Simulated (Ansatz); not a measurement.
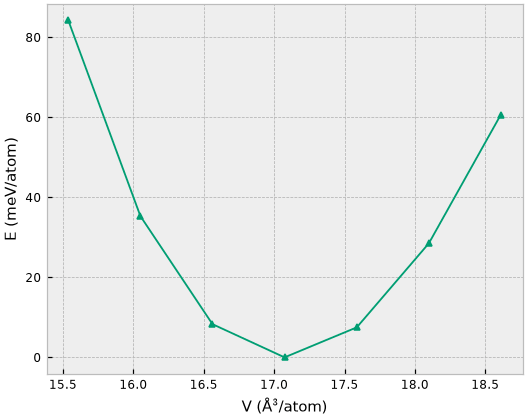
Figure. TaGe in space group P-6m2 (No. 187; Ta on 1a, Ge on 1f) under volume change, PBE (plane waves, PAW; program Ansatz), shape and atoms relaxed at each volume.

Problem. What does a third-order Birch–Murnaghan fit give for V₀, B₀ and B′?

Solution. V₀ = 17.07 Å³/atom, B₀ = 164 GPa, B′ = 4.4.

The cell is a constructed one: a structure type filled with these elements; neither database checked (COD, Materials Project) lists it. Its standing as an ambient phase is unchecked. Symmetry was held in the PBE relaxation; its stability against distortions is not shown here. No spin polarisation was allowed. Spin–orbit coupling is left out wherever it is not named.

Potentials: the later of the program's two PAW sets.
